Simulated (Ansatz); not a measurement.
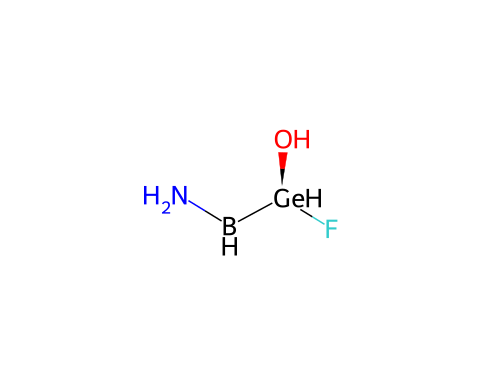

Structural formula above. The computed structure is the end point of a PBE-D4/def2-SVP optimisation. No frequency run is at hand to confirm it as a minimum.

Describe the 3D structure.

Formula BFGeH₅NO. As SMILES it reads `N[BH][Ge@@H]([OH])[F]`. Among its groups: B–H bond. The point group is C1. Coordination, clear cases only: 1 N trigonal planar; 1 B trigonal planar; 1 O bent.

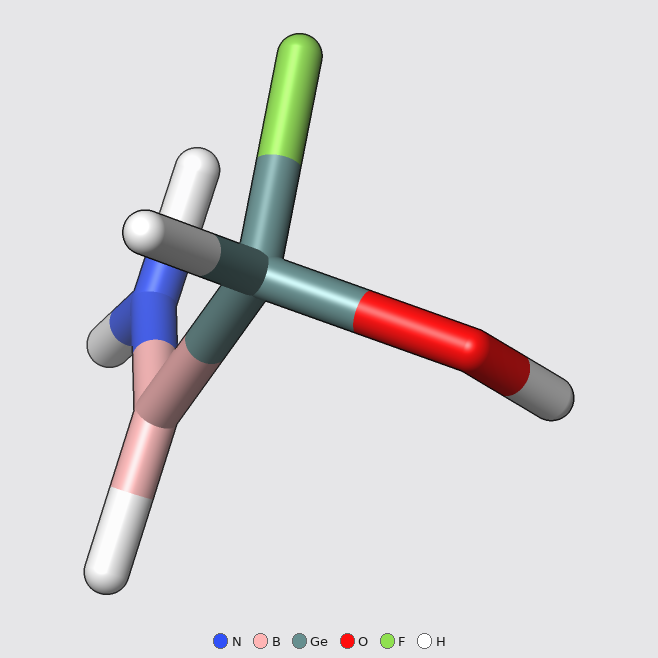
